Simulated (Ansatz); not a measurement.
**CH7NSi: molecular dynamics**

Aim: follow the molecule's vibrations and see whether its bonds hold. The start is relaxed first. Runs: 500 steps of 0.5 fs under a Nosé-Hoover thermostat at 300 K. SMILES of the start: C[SiH2]N.

Program: Ansatz 0.2.0. Level of theory: RKS CAM-B3LYP-D4/cc-pVDZ. These are calculated values, not measurements.

## (1) Starting point

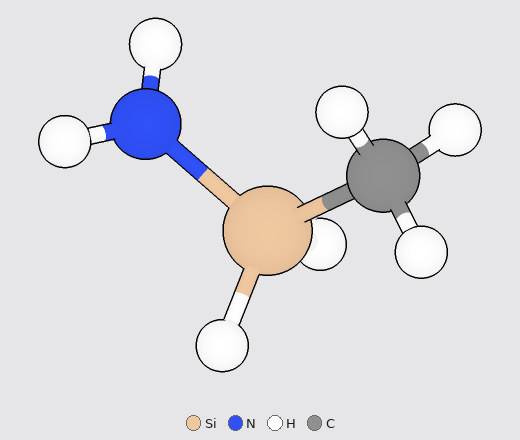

The starting structure, seen from a chosen angle (silicon light orange, nitrogen blue, hydrogen white, carbon grey).

As a file:

```xyz
10

Si    0.0000    0.0000    0.0000
N     0.0000    0.0000    1.8200
H    -0.8770   -0.2713    2.3500
H     0.8770    0.2713    2.3500
H     1.3768    0.0000   -0.4862
C    -0.8808    1.5259   -0.6227
H    -1.9334    1.2723   -0.8671
H    -0.8624    2.3106    0.1622
H    -0.3704    1.9025   -1.5336
H    -0.6877   -1.1914   -0.4862
```

## (2) Relaxing the start

input.yaml reads:

```yaml
crystal:
  periodic: [false, false, false]
  atoms:
    - { symbol: Si, position_ang: [0.0, 0.0, 0.0] }
    - { symbol: "N", position_ang: [0.0, 0.0, 1.82] }
    - { symbol: H, position_ang: [-0.877, -0.2713, 2.35] }
    - { symbol: H, position_ang: [0.877, 0.2713, 2.35] }
    - { symbol: H, position_ang: [1.3768, 0.0, -0.4862] }
    - { symbol: C, position_ang: [-0.8808, 1.5259, -0.6227] }
    - { symbol: H, position_ang: [-1.9334, 1.2723, -0.8671] }
    - { symbol: H, position_ang: [-0.8624, 2.3106, 0.1622] }
    - { symbol: H, position_ang: [-0.3704, 1.9025, -1.5336] }
    - { symbol: H, position_ang: [-0.6877, -1.1914, -0.4862] }
basis:
  gaussian: { orbitals: cc-pVDZ }
hamiltonian:
  xc: cam_b3lyp
  dispersion: d4
relax:
  f_tol: 0.02
  max_steps: 40
```

On the command line:

```console
$ ansatz run input.yaml --threads 2 --pin off --max-ram 3072MiB --backend cpu --events-out ev --progress --plain --runs-dir out
```

What it wrote, shortened:

```text
Warning: RAYON_NUM_THREADS=2 ignored (pool sized by the plan → 2); use --threads N
[...]
Functional definition: CAM-B3LYP
[...]
879 factors; integrals over basis functions are off by at most 3.9e-4 eV
314 factors; integrals over basis functions are off by at most 7.9e-7 eV
[...]
mean field -10517.72412815 eV, -386.5192325402 hartree, gradient 6.4e-5 eV, S^2 0.000000; 0 other end points of the search recorded, 0 dependent functions left out
[...]
reference -10517.72425089 eV, -386.5192370507 hartree; 17, 17 occupied and 64, 64 virtual orbitals, 879 factors
relax step   1: F+E_penalty+E_count = -10517.85250034 eV  Δ(F+E_penalty+E_count) = +0.000e0 eV  max|allowed force component| = 2.401e0 eV/Å  Δτ_max = 0.0000 Å  (24 SCF iters, accepted)
[...]
relax step   4: F+E_penalty+E_count = -10518.14299044 eV  Δ(F+E_penalty+E_count) = +9.057e-3 eV  max|allowed force component| = 6.258e-1 eV/Å  Δτ_max = 0.1899 Å  (27 SCF iters, rejected (line search))
[...]
relax step   7: F+E_penalty+E_count = -10518.20936926 eV  Δ(F+E_penalty+E_count) = -2.262e-2 eV  max|allowed force component| = 7.441e-2 eV/Å  Δτ_max = 0.1499 Å  (26 SCF iters, accepted)
[...]
relax step  10: F+E_penalty+E_count = -10518.21251283 eV  Δ(F+E_penalty+E_count) = -9.156e-4 eV  max|allowed force component| = 1.118e-1 eV/Å  Δτ_max = 0.0678 Å  (25 SCF iters, accepted)
[...]
relax step  12: F+E_penalty+E_count = -10518.21303812 eV  Δ(F+E_penalty+E_count) = -9.674e-5 eV  max|allowed force component| = 1.603e-3 eV/Å  Δτ_max = 0.0134 Å  (26 SCF iters, accepted)
879 factors; integrals over basis functions are off by at most 4.1e-4 eV
314 factors; integrals over basis functions are off by at most 8.0e-7 eV
[...]
mean field -10518.08461961 eV, -386.5324803567 hartree, gradient 6.2e-5 eV, S^2 0.000000; 1 other end points of the search recorded, 0 dependent functions left out
[...]
reference -10518.08474023 eV, -386.5324847897 hartree; 17, 17 occupied and 64, 64 virtual orbitals, 879 factors
Total energy: -10518.21315875 eV, -386.5372040830 hartree
Atom 0 at     0.055810     0.021642     0.050480 Å, force     0.000443     0.000145     0.001265 eV/Å
Atom 1 at     0.014936    -0.234601     1.779184 Å, force     0.000830    -0.000160    -0.000292 eV/Å
Atom 2 at    -0.885887    -0.445749     2.200929 Å, force     0.000552    -0.000697    -0.000303 eV/Å
Atom 3 at     0.505174     0.438221     2.363035 Å, force    -0.001603     0.000389    -0.000061 eV/Å
Atom 4 at     1.497177     0.135915    -0.331093 Å, force     0.000234    -0.000263    -0.000644 eV/Å
Atom 5 at    -0.859023     1.538085    -0.594140 Å, force    -0.000078     0.001365    -0.000898 eV/Å
Atom 6 at    -1.931277     1.493269    -0.345753 Å, force     0.000714    -0.000174     0.000091 eV/Å
Atom 7 at    -0.447641     2.465166    -0.164437 Å, force    -0.000154    -0.000145     0.000203 eV/Å
Atom 8 at    -0.768789     1.604664    -1.690686 Å, force    -0.000186    -0.000695     0.000322 eV/Å
Atom 9 at    -0.538380    -1.196713    -0.581119 Å, force    -0.000751     0.000234     0.000318 eV/Å
Dipole moment:    -0.178624     0.246911     0.166929 e Å
```

Wall time 24 s (2 threads of Arm Neoverse V1, shared host); peak memory 0.17 GiB.

The steps of the relaxation:

```
step  energy from step 1 (eV)  largest force component (eV/Å)
   1                   0.0000                          2.4010
   2                  -0.2488                          1.1789
   3                  -0.2995                          0.1969
  4x                  -0.2905                          0.6258
   5                  -0.3218                          0.1407
   6                  -0.3343                          0.8743
   7                  -0.3569                          0.0744
  8x                  -0.3383                          0.3076
   9                  -0.3591                          0.0430
  10                  -0.3600                          0.1118
  11                  -0.3604                          0.0303
  12                  -0.3605                          0.0016
```

Step 1 is the start. 2 steps were tried and not accepted (marked x).

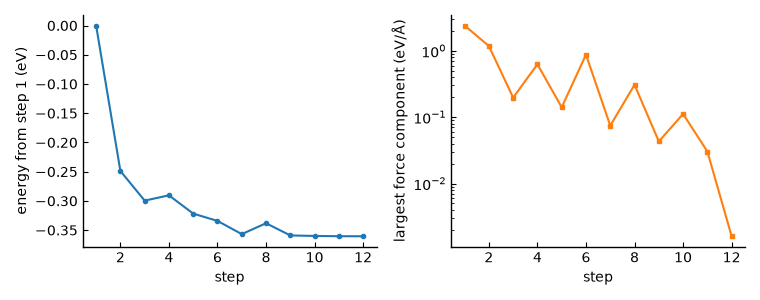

Energy and largest force along the relaxation.

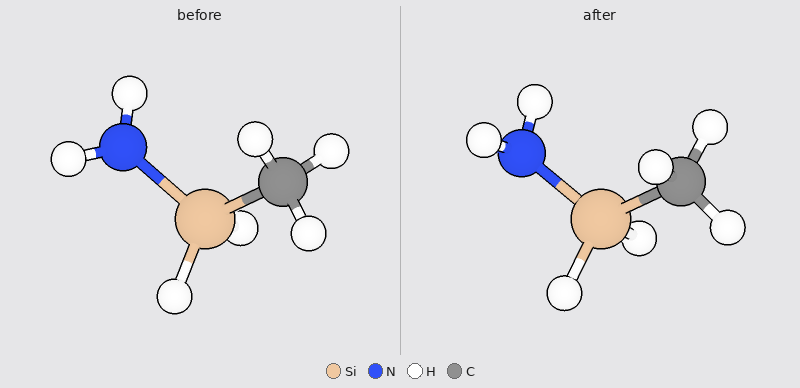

Before and after, at one scale.

After: Bond lengths: Si1–N2 1.748 Å, N2–H3 1.017 Å, N2–H4 1.017 Å, Si1–H5 1.495 Å, Si1–C6 1.885 Å, C6–H7 1.102 Å, C6–H8 1.102 Å, C6–H9 1.102 Å, Si1–H10 1.495 Å. Angles (14 of 15 angles, heavy atoms first): N2–Si1–C6 116.4°, Si1–N2–H3 117.5°, Si1–N2–H4 117.4°, N2–Si1–H5 106.6°, N2–Si1–H10 106.8°, H5–Si1–C6 108.6°, C6–Si1–H10 108.6°, Si1–C6–H7 111.3°, Si1–C6–H8 111.3°, Si1–C6–H9 110.4°, H3–N2–H4 109.0°, H5–Si1–H10 109.7°, H7–C6–H8 108.0°, H7–C6–H9 107.8°.

## (3) Dynamics

500 steps of 0.5 fs under a Nosé-Hoover thermostat at 300 K, from the relaxed start.

input.yaml reads:

```yaml
crystal:
  periodic: [false, false, false]
  atoms:
    - { symbol: Si, position_ang: [0.05581, 0.021642, 0.05048] }
    - { symbol: "N", position_ang: [0.014936, -0.234601, 1.779184] }
    - { symbol: H, position_ang: [-0.885887, -0.445749, 2.200929] }
    - { symbol: H, position_ang: [0.505174, 0.438221, 2.363035] }
    - { symbol: H, position_ang: [1.497177, 0.135915, -0.331093] }
    - { symbol: C, position_ang: [-0.859023, 1.538085, -0.59414] }
    - { symbol: H, position_ang: [-1.931277, 1.493269, -0.345753] }
    - { symbol: H, position_ang: [-0.447641, 2.465166, -0.164437] }
    - { symbol: H, position_ang: [-0.768789, 1.604664, -1.690686] }
    - { symbol: H, position_ang: [-0.53838, -1.196713, -0.581119] }
basis:
  gaussian: { orbitals: cc-pVDZ }
hamiltonian:
  xc: cam_b3lyp
  dispersion: d4
md:
  timestep: 0.5
  n_steps: 500
  ensemble: nvt_nose_hoover
  temperature: 300.0
  initial_velocities: maxwell_boltzmann
  seed: 784677
  nose_hoover: { tau: 1.0, chain_length: 1 }
```

On the command line:

```console
$ ansatz run input.yaml --threads 2 --pin off --max-ram 3072MiB --backend cpu --events-out ev --progress --plain --runs-dir out
```

What it wrote, shortened:

```text
Warning: RAYON_NUM_THREADS=2 ignored (pool sized by the plan → 2); use --threads N
[...]
[... 1 set-up line as earlier in the session ...]
[...]
878 factors; integrals over basis functions are off by at most 3.9e-4 eV
314 factors; integrals over basis functions are off by at most 8.0e-7 eV
[...]
mean field -10518.08461842 eV, -386.5324803133 hartree, gradient 9.7e-6 eV, S^2 0.000000; 0 other end points of the search recorded, 0 dependent functions left out
[...]
reference -10518.08473959 eV, -386.5324847659 hartree; 17, 17 occupied and 64, 64 virtual orbitals, 878 factors
md step     0: t =     0.00 fs  T =   300.0 K  F+E_penalty+E_count = -10518.21303694 eV  E_kin = 0.310224 eV  conserved = -10517.90281294 eV  (24 SCF iters)
[...]
md step    17: t =     8.50 fs  T =   481.0 K  F+E_penalty+E_count = -10517.88324024 eV  E_kin = 0.497365 eV  conserved = -10517.90029183 eV  (26 SCF iters, 3 dispersion substeps)
[...]
md step    34: t =    17.00 fs  T =   325.0 K  F+E_penalty+E_count = -10517.94825123 eV  E_kin = 0.336088 eV  conserved = -10517.90163717 eV  (24 SCF iters, 3 dispersion substeps)
[...]
md step    51: t =    25.50 fs  T =   485.4 K  F+E_penalty+E_count = -10518.00677879 eV  E_kin = 0.501977 eV  conserved = -10517.90131682 eV  (26 SCF iters, 3 dispersion substeps)
[...]
md step    68: t =    34.00 fs  T =   408.1 K  F+E_penalty+E_count = -10517.91706915 eV  E_kin = 0.421999 eV  conserved = -10517.90239695 eV  (25 SCF iters, 3 dispersion substeps)
md step    69: t =    34.50 fs  T =   271.3 K  F+E_penalty+E_count = -10517.87959789 eV  E_kin = 0.280586 eV  conserved = -10517.90158352 eV  (25 SCF iters, 3 dispersion substeps)
```

## (4) More of the same log: dynamics from the start

The log, continued, shortened:

```text
md step    70: t =    35.00 fs  T =   177.1 K  F+E_penalty+E_count = -10517.84180280 eV  E_kin = 0.183162 eV  conserved = -10517.90083067 eV  (26 SCF iters, 3 dispersion substeps)
[...]
md step    92: t =    46.00 fs  T =   403.3 K  F+E_penalty+E_count = -10517.97981254 eV  E_kin = 0.417005 eV  conserved = -10517.90190064 eV  (26 SCF iters, 3 dispersion substeps)
[...]
md step   114: t =    57.00 fs  T =   254.7 K  F+E_penalty+E_count = -10517.97403202 eV  E_kin = 0.263339 eV  conserved = -10517.90181467 eV  (26 SCF iters, 3 dispersion substeps)
[...]
md step   136: t =    68.00 fs  T =   237.7 K  F+E_penalty+E_count = -10517.92561313 eV  E_kin = 0.245828 eV  conserved = -10517.89977624 eV  (25 SCF iters, 3 dispersion substeps)
[...]
md step   158: t =    79.00 fs  T =   483.1 K  F+E_penalty+E_count = -10518.03638623 eV  E_kin = 0.499548 eV  conserved = -10517.90111662 eV  (25 SCF iters, 3 dispersion substeps)
md step   159: t =    79.50 fs  T =   426.0 K  F+E_penalty+E_count = -10518.04140753 eV  E_kin = 0.440497 eV  conserved = -10517.90132511 eV  (25 SCF iters, 3 dispersion substeps)
md step   160: t =    80.00 fs  T =   304.2 K  F+E_penalty+E_count = -10518.04140580 eV  E_kin = 0.314585 eV  conserved = -10517.90143753 eV  (25 SCF iters, 3 dispersion substeps)
```

## (5) The log goes on: dynamics from the start

Output, continued, shortened:

```text
md step   161: t =    80.50 fs  T =   213.4 K  F+E_penalty+E_count = -10518.03978261 eV  E_kin = 0.220644 eV  conserved = -10517.90150801 eV  (25 SCF iters, 3 dispersion substeps)
[...]
md step   179: t =    89.50 fs  T =   192.9 K  F+E_penalty+E_count = -10517.86966810 eV  E_kin = 0.199454 eV  conserved = -10517.89964110 eV  (25 SCF iters, 3 dispersion substeps)
[...]
md step   197: t =    98.50 fs  T =   329.4 K  F+E_penalty+E_count = -10517.83060160 eV  E_kin = 0.340669 eV  conserved = -10517.90093962 eV  (25 SCF iters, 3 dispersion substeps)
[...]
md step   215: t =   107.50 fs  T =   435.4 K  F+E_penalty+E_count = -10517.94328498 eV  E_kin = 0.450244 eV  conserved = -10517.89946217 eV  (25 SCF iters, 3 dispersion substeps)
[...]
Atom 0 at     0.084245    -0.005183     0.015401 Å, force    -0.978416     0.139042     0.928893 eV/Å
Atom 1 at    -0.073483    -0.104178     1.761079 Å, force     0.911199     0.555031    -1.461906 eV/Å
Atom 2 at    -0.884043    -0.405082     2.262911 Å, force    -0.191234    -0.306723     0.366590 eV/Å
Atom 3 at     0.823101    -0.165329     2.195899 Å, force     0.257046    -0.299633     1.067141 eV/Å
Atom 4 at     1.486621     0.156342    -0.437296 Å, force     0.309206     0.079742     0.309370 eV/Å
Atom 5 at    -0.870180     1.506099    -0.495159 Å, force     1.116700     0.621966    -2.217038 eV/Å
Atom 6 at    -1.937281     1.523294    -0.284291 Å, force    -0.282260    -0.040841     0.316738 eV/Å
Atom 7 at    -0.327622     2.356153     0.013210 Å, force    -0.675232    -0.434258    -0.585315 eV/Å
Atom 8 at    -0.763198     1.587564    -1.659625 Å, force    -0.143174     0.246193     1.824276 eV/Å
Atom 9 at    -0.397859    -1.241954    -0.590390 Å, force    -0.323834    -0.560519    -0.548748 eV/Å
Dipole moment:    -0.014346    -0.012667     0.168911 e Å
```

Wall time 14 min (2 threads of Arm Neoverse V1, shared host); peak memory 0.17 GiB.

## (6) The trajectory

The trajectory, every 36 steps (energies from step 0):

```
time (fs)  T (K)  potential energy change (meV/atom)  conserved energy change (meV/atom)
      0.0    300                                 0.0                                0.00
     18.0    258                                28.4                                0.13
     36.0    160                                40.7                                0.25
     54.0    493                                22.0                                0.09
     72.0    267                                23.5                                0.24
     90.0    271                                36.3                                0.34
    108.0    460                                29.2                                0.37
    126.0    273                                32.8                                0.28
    144.0    228                                21.4                                0.21
    162.0    414                                28.8                                0.29
    180.0    366                                28.5                                0.29
    198.0    293                                34.6                                0.35
    216.0    343                                43.2                                0.36
    234.0    372                                30.2                                0.25
    250.0    425                                34.5                                0.24
```

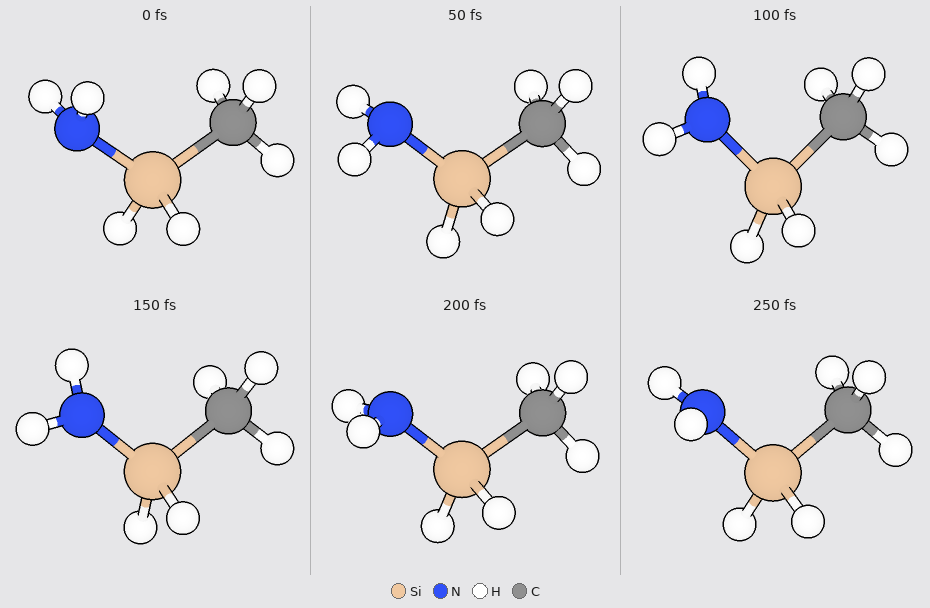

The system at six times, viewed from a chosen angle. Sticks join atoms within a bonding distance in each frame.

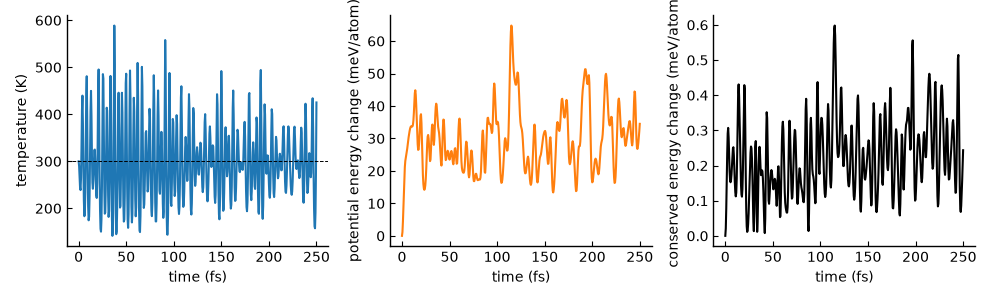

Traces against time; each panel has its own scale. The dashed line is the set temperature.

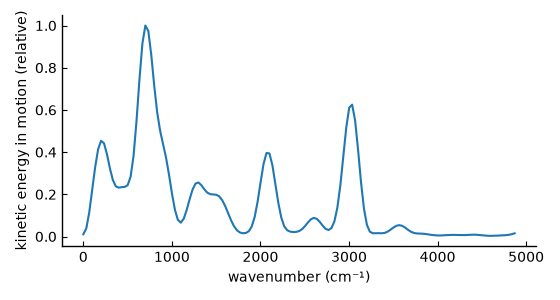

Power spectrum of the mass-weighted velocities; a run of 250 fs resolves no finer than about 270 cm⁻¹.

Maxima of the velocity power spectrum (cm⁻¹, relative height; resolution about 270 cm⁻¹): 200 (45), 700 (100), 1300 (26), 2070 (40), 3040 (62).

## (7) Frames from the trajectory

Extended XYZ, with forces in eV/Å:

```xyz
10
time_fs=31.0 T=227 dE=0.3059
Si    0.038    0.070    0.074    0.538   -1.179    0.245
N     0.004   -0.223    1.787    0.706    0.200    1.059
H    -0.770   -0.517    2.388    0.250    0.134   -0.517
H     0.912   -0.502    2.200   -0.896    0.315   -0.296
H     1.514    0.132   -0.191   -0.093    0.110   -0.116
C    -0.866    1.512   -0.664    2.952    0.897    0.126
H    -1.858    1.392   -0.385   -2.563    0.029    0.231
H    -0.450    2.448   -0.191   -0.447   -0.535   -0.591
H    -0.690    1.501   -1.762   -0.315    0.143    0.431
H    -0.499   -1.176   -0.532   -0.132   -0.113   -0.571
10
time_fs=62.5 T=436 dE=0.2295
Si    0.091   -0.002    0.040   -0.552    1.111    0.836
N    -0.005   -0.140    1.816    0.326    0.434   -0.743
H    -0.936   -0.272    2.185   -0.342   -0.006    0.096
H     0.604   -0.817    2.265    0.133   -0.075   -0.058
H     1.540    0.189   -0.339   -0.270   -0.005    0.099
C    -0.933    1.573   -0.592    2.099   -0.600   -0.597
H    -2.012    1.509   -0.487   -0.392    0.033    0.379
H    -0.486    2.520   -0.134   -0.690   -1.077   -0.575
H    -0.736    1.557   -1.716   -0.133    0.326    1.077
H    -0.383   -1.269   -0.561   -0.180   -0.140   -0.514
10
time_fs=94.0 T=187 dE=0.3247
Si    0.105   -0.018   -0.011    1.178    0.326    1.716
N    -0.068   -0.025    1.721   -0.393   -0.505    0.891
H    -0.953    0.221    2.204    0.705   -0.305   -0.655
H     0.422   -0.739    2.253   -0.058    0.011    0.154
H     1.611    0.059   -0.187   -0.393    0.038   -0.261
C    -0.871    1.456   -0.407   -0.732    1.753   -1.681
H    -1.948    1.243   -0.220    0.321    0.004   -0.210
H    -0.663    2.466    0.052    0.219   -1.086   -0.183
H    -0.728    1.561   -1.519   -0.523    0.304    0.532
H    -0.369   -1.139   -0.826   -0.324   -0.540   -0.303
10
time_fs=125.0 T=317 dE=0.3390
Si    0.118   -0.019    0.005    0.756    1.189    0.261
N    -0.050   -0.040    1.754    0.458   -0.063   -0.047
H    -1.001    0.165    2.043   -0.156    0.046    0.144
H     0.212   -0.939    2.161   -0.033    0.122    0.118
H     1.560    0.186   -0.450   -0.427   -0.111    0.291
C    -0.898    1.467   -0.490   -1.087    1.827    0.704
H    -1.980    1.364   -0.126    1.178    0.009   -0.470
H    -0.464    2.294    0.161   -0.397   -0.742   -0.347
H    -0.939    1.986   -1.484    0.196   -0.996    0.297
H    -0.337   -1.279   -0.471   -0.487   -1.282   -0.952
10
time_fs=156.0 T=268 dE=0.3036
Si    0.089    0.017    0.055    0.561    1.246   -0.207
N    -0.005   -0.171    1.772   -0.294    0.686   -0.451
H    -0.866    0.112    2.201   -0.500    0.113    0.349
H     0.517   -0.761    2.385    0.506   -0.486    0.121
H     1.541    0.130   -0.354   -0.245   -0.061    0.157
C    -0.891    1.525   -0.586   -2.040   -1.361    2.243
H    -2.027    1.374   -0.421    1.459    0.038    0.096
H    -0.649    2.460   -0.127    0.392    0.999    0.419
H    -0.843    1.606   -1.628    0.549    0.122   -2.131
H    -0.517   -1.013   -0.734   -0.387   -1.296   -0.594
10
time_fs=187.5 T=383 dE=0.2907
Si    0.025    0.021    0.068    1.509    1.947    0.254
N     0.026   -0.160    1.790   -0.752   -0.467    0.488
H    -0.841   -0.495    2.229    0.580    0.069    0.104
H     0.868   -0.552    2.230   -0.578    0.084   -0.230
H     1.481    0.328   -0.122    0.066   -0.251   -0.278
C    -0.860    1.524   -0.625    0.430   -0.814    0.271
H    -1.924    1.461   -0.430   -0.619    0.160   -0.269
H    -0.453    2.421   -0.190    0.177    0.751    0.266
H    -0.605    1.485   -1.697   -0.372    0.157   -0.033
H    -0.383   -0.983   -0.851   -0.440   -1.636   -0.574
10
time_fs=219.0 T=279 dE=0.3452
Si    0.076    0.020    0.043   -0.410    0.171    0.127
N    -0.053   -0.133    1.791    0.577    0.285    0.347
H    -0.682   -0.761    2.280   -0.545    0.020   -0.525
H     0.837   -0.347    2.226    0.425    0.297    0.058
H     1.513   -0.042   -0.336    0.169    0.244    0.072
C    -0.878    1.537   -0.612    1.902   -0.985   -0.080
H    -1.859    1.338   -0.254   -1.437    0.214    0.094
H    -0.422    2.328   -0.049    0.045    1.109    0.543
H    -0.792    1.794   -1.680   -0.233   -0.370    0.134
H    -0.551   -1.163   -0.481   -0.493   -0.986   -0.768
10
time_fs=250.0 T=425 dE=0.3450
Si    0.084   -0.005    0.015   -0.978    0.139    0.929
N    -0.073   -0.104    1.761    0.911    0.555   -1.462
H    -0.884   -0.405    2.263   -0.191   -0.307    0.367
H     0.823   -0.165    2.196    0.257   -0.300    1.067
H     1.487    0.156   -0.437    0.309    0.080    0.309
C    -0.870    1.506   -0.495    1.117    0.622   -2.217
H    -1.937    1.523   -0.284   -0.282   -0.041    0.317
H    -0.328    2.356    0.013   -0.675   -0.434   -0.585
H    -0.763    1.588   -1.660   -0.143    0.246    1.824
H    -0.398   -1.242   -0.590   -0.324   -0.560   -0.549
```

## (8) Summary of results

| quantity | value |
| --- | --- |
| relaxation of the start | 9 moves, 0.361 eV lower |
| length | 500 steps of 0.5 fs |
| temperature, first and last step | 300 and 425 K |
| temperature, second half | mean 299 K, from 158 to 494 K |
| potential energy, second half | +30 meV/atom from the start |
| largest change of the conserved energy | 0.60 meV/atom |
| bonds formed or broken | 0 |

Against a set 300 K the second half averages 299 K with a spread of 65 K. A thermostat time of 1 fs is as short as the fastest vibrations or shorter, so the thermostat can drive swings of its own. The conserved energy strays from its start by at most 0.60 meV/atom, 1.9 % of the mean kinetic energy, so a step of 0.5 fs is short enough over this time. The bonds all hold. Averages from a run of 250 fs with 10 atoms are rough. The nuclei move classically, without zero-point motion, which matters most for hydrogen.
